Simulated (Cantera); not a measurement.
Feed: 1 mol SiO₂, 0.16 mol Al₂O₃, 24 mol H₂, at 100 Pa.

Equilibrium computed with Cantera from the NASA thermochemical tables; the gas is ideal and each condensed phase is pure. Candidate condensed phases: Al, Al₂O₃, Al₂SiO₅, Al₆Si₂O₁₃, H₂O, Si, SiO₂; 28 gas species. Mutual solubility and eutectic melting of coexisting phases are not modelled. The tables' values for AlOH, SiO₂ are old estimates; treat these amounts as uncertain. The tables hold silica as quartz up to 1696 K and as liquid above; real silica turns to tridymite and cristobalite and melts near 1996 K. Condensed phases not in the tables: alloys, solid solutions and most ternary compounds. The numbers say what is thermodynamically allowed, not how fast it happens.

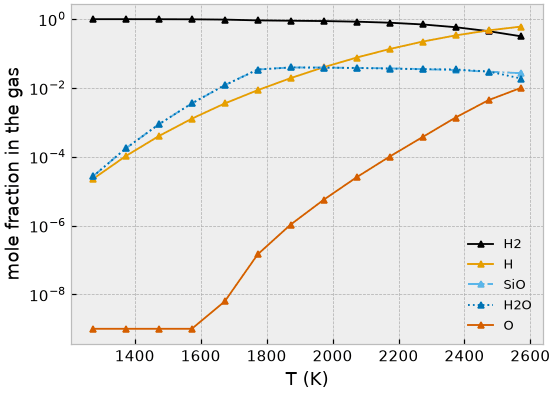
Fig. 1. Equilibrium gas composition (values under 1e-9 drawn at 1e-9)

### Question
Read off the mole fractions at 1773 K.

### Answer
H₂ about 0.92, SiO about 0.034, H₂O about 0.034, H about 0.0086, O about 1.5e-7.
